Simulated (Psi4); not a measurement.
**SiH3Se (SMILES [SiH2][SeH]): U-wB97X/cc-pVTZ**

Aim: the energy change on altering one bond length of SiH3Se at U-wB97X/cc-pVTZ, from 2 runs. 

The calculation is run with Psi4 1.11.

1 further run of the same task is left out (set aside as unsound or not needed).

**1. The system as given**

SiH3Se has 5 atoms, charge 0, and is taken as a doublet. As SMILES, `[SiH2][SeH]`. The coordinates come from a PBE0-D4/def2-TZVP relaxation. This is one conformer, not always the lowest.

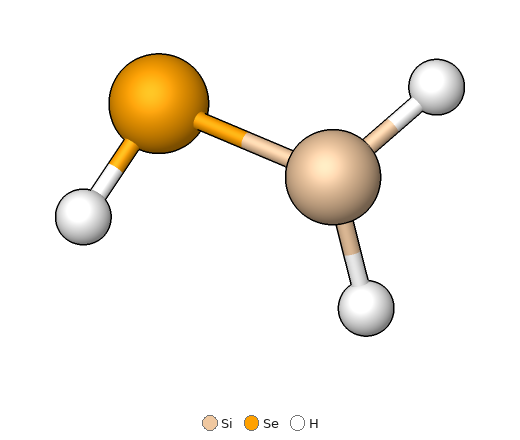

Viewed from a chosen angle; silicon light orange, selenium orange, hydrogen white.

**2. Energy and gradient at U-wB97X/cc-pVTZ**

File h3sesi.xyz:

```xyz
5
H3SeSi
Si     0.060900    -0.791800     0.205800
Se     0.776600     1.182400    -0.661900
H     -1.304300    -0.656200     0.791600
H      0.034200    -1.731400    -0.948800
H      0.482600     1.923300     0.572000
```

File run_ase.py:

```python
import numpy as np
from ase.calculators.psi4 import Psi4
from ase.io import read

atoms = read('h3sesi.xyz')
calc = Psi4(atoms=atoms, method='wb97x', basis='cc-pVTZ', memory='1600MB', num_threads=1, charge=0, multiplicity=2, label='psi4-calc', reference='uks')
calc.psi4.set_options({'puream': True, 'e_convergence': 1e-09, 'd_convergence': 1e-08, 'scf_type': 'pk', 'dft_radial_points': 99, 'dft_spherical_points': 590, 'maxiter': 200})
atoms.calc = calc

forces = atoms.get_forces()
print(f'energy: {atoms.get_potential_energy():.6f} eV')
print('forces / eV A^-1')
print(np.round(forces, 5))
```

Started as:

```sh
python run_ase.py
```

psi4-calc.dat:

```text
[...]
  Running in c1 symmetry.
[...]
  Nuclear repulsion =  147.937373273399146
[...]
  Multiplicity = 2
[...]
  Nalpha       = 26
  Nbeta        = 25
[...]
    Number of basis functions: 119
[...]
   @UKS iter   1: -2692.32628887667533   -2.23656e+00   1.35698e-02 ADIIS/DIIS
[...]
   @UKS iter  14: -2692.90058940718973   -5.00222e-12   4.05416e-09 DIIS
[...]
   @S^2 Observed:                7.543849152E-01
[...]
    Orbital Energies [Eh]
    ---------------------
    Alpha Occupied:
       1A   -453.693148     2A    -66.162938     3A    -58.102194
       4A    -52.155445     5A    -52.154494     6A    -52.152939
       7A     -7.921789     8A     -5.868741     9A     -5.865170
      10A     -5.859743    11A     -5.406448    12A     -3.764931
      13A     -3.762200    14A     -3.760288    15A     -2.232267
      16A     -2.231523    17A     -2.226926    18A     -2.224073
      19A     -2.223412    20A     -0.844696    21A     -0.649496
      22A     -0.507897    23A     -0.457866    24A     -0.430968
      25A     -0.378050    26A     -0.298821
    Alpha Virtual:
[...]
  @UKS Final Energy: -2692.90058940718973
   => Energetics <=
    Nuclear Repulsion Energy =            147.9373732733991460
    One-Electron Energy =               -4041.2410072142865829
    Two-Electron Energy =                1285.7946016382541075
    DFT Exchange-Correlation Energy =     -85.3915571045565684
    Empirical Dispersion Energy =           0.0000000000000000
    VV10 Nonlocal Energy =                  0.0000000000000000
    Total Energy =                      -2692.9005894071897274
[...]
 Multipole Moments:
 ------------------------------------------------------------------------------------
     Multipole            Electronic (a.u.)      Nuclear  (a.u.)        Total (a.u.)
 ------------------------------------------------------------------------------------
 L = 1.  Multiply by 2.5417464519 to convert [e a0] to [Debye]
 Dipole X            :          4.5724637           -4.6975780           -0.1251143
 Dipole Y            :          8.2906305           -8.3062350           -0.0156045
 Dipole Z            :         -4.0442150            4.2970596            0.2528446
 Magnitude           :                                                    0.2825376
[...]
  -Total Gradient:
     Atom            X                  Y                   Z
    ------   -----------------  -----------------  -----------------
       1        0.000607444471     0.000007427254     0.001006315371
       2        0.000663015019    -0.000831525394    -0.002432376444
       3       -0.000616031611    -0.000005719473     0.000138326346
       4       -0.000040714465    -0.000053982462    -0.000594471036
       5       -0.000541099394     0.000871631792     0.001954938131
[...]
```

The script printed:

```text
energy: -73277.557464 eV
forces / eV A^-1
[[-0.03124 -0.00038 -0.05175]
 [-0.03409  0.04276  0.12508]
 [ 0.03168  0.00029 -0.00711]
 [ 0.00209  0.00278  0.03057]
 [ 0.02782 -0.04482 -0.10053]]
```

Wall time 5.3 min (1 thread of Intel Xeon Platinum 8488C (Sapphire Rapids), shared host); peak memory 1.7 GiB.

**3. The distorted shape: the energy at U-wB97X/cc-pVTZ**

File h3sesi.in:

```
memory 1.6 GB

molecule geom {
  0 2
  Si
  Se 1 2.613
  H 1 1.491751 2 111.05428
  H 1 1.488846 3 110.21157 2 -115.85731
  H 2 1.468972 1 93.11917 4 170.70284
  symmetry c1
  no_reorient
  no_com
}

set basis cc-pVTZ
set reference uks
set puream true
set e_convergence 1e-09
set d_convergence 1e-08
set scf_type pk
set dft_radial_points 99
set dft_spherical_points 590
set maxiter 200

energy('wb97x')
print_variables()
```

Started as:

```sh
psi4 -i h3sesi.in -o h3sesi.out -n 1
```

h3sesi.out:

```text
[...]
  Running in c1 symmetry.
[...]
  Nuclear repulsion =  132.137163853087742
[...]
  Multiplicity = 2
[...]
  Nalpha       = 26
  Nbeta        = 25
[...]
    Number of basis functions: 119
[...]
   @UKS iter   1: -2692.25371224231958   -2.42259e+00   1.37615e-02 DIIS/ADIIS
[...]
   @UKS iter  16: -2692.88131010910001   -7.73070e-12   4.15014e-09 DIIS
[...]
   @S^2 Observed:                7.559407018E-01
[...]
    Orbital Energies [Eh]
    ---------------------
    Alpha Occupied:
       1A   -453.686461     2A    -66.186940     3A    -58.094466
       4A    -52.147932     5A    -52.147201     6A    -52.144935
       7A     -7.913035     8A     -5.859864     9A     -5.857421
      10A     -5.849879    11A     -5.427055    12A     -3.786147
      13A     -3.782799    14A     -3.780558    15A     -2.223715
      16A     -2.223308    17A     -2.217140    18A     -2.215184
      19A     -2.213858    20A     -0.815022    21A     -0.659657
      22A     -0.492402    23A     -0.466710    24A     -0.409767
      25A     -0.355981    26A     -0.314443
    Alpha Virtual:
[...]
  @UKS Final Energy: -2692.88131010910001
   => Energetics <=
    Nuclear Repulsion Energy =            132.1371638530877419
    One-Electron Energy =               -4009.7802978914451160
    Two-Electron Energy =                1270.1021672802428384
    DFT Exchange-Correlation Energy =     -85.3403433509858047
    Empirical Dispersion Energy =           0.0000000000000000
    VV10 Nonlocal Energy =                  0.0000000000000000
    Total Energy =                      -2692.8813101091000135
[...]
 Multipole Moments:
 ------------------------------------------------------------------------------------
     Multipole            Electronic (a.u.)      Nuclear  (a.u.)        Total (a.u.)
 ------------------------------------------------------------------------------------
 L = 1.  Multiply by 2.5417464519 to convert [e a0] to [Debye]
 Dipole X            :         -0.2495489            0.1087586           -0.1407903
 Dipole Y            :         -1.4700829            1.6261511            0.1560682
 Dipole Z            :         11.1852950          -11.7608684           -0.5755734
 Magnitude           :                                                    0.6127511
[...]
```

Wall time 89 s (1 thread of Intel Xeon Platinum 8488C (Sapphire Rapids), shared host); peak memory 1.7 GiB.

**4. Results**

At U-wB97X/cc-pVTZ:

```
                                                           quantity           value
                                          first shape: total energy  -2692.90059 Eh
                                         first shape: dipole moment          0.72 D
                    first shape: HOMO energy (highest over α and β)        -8.13 eV
                     first shape: LUMO energy (lowest over α and β)        -1.16 eV
                                                  first shape: ⟨S²⟩           0.754
                              first shape: largest force on an atom      0.137 eV/Å
                                      distorted shape: total energy  -2692.88131 Eh
                                     distorted shape: dipole moment          1.56 D
                distorted shape: HOMO energy (highest over α and β)        -8.56 eV
                 distorted shape: LUMO energy (lowest over α and β)        -1.67 eV
                                              distorted shape: ⟨S²⟩           0.756
energy change with the Si1–Se2 bond stretched from 2.272 to 2.613 Å        0.525 eV
```

With the Si1–Se2 bond stretched from 2.272 to 2.613 Å the energy rises by 0.52 eV (12.1 kcal/mol). The first shape isn't relaxed at this level, so the change isn't measured from a minimum.
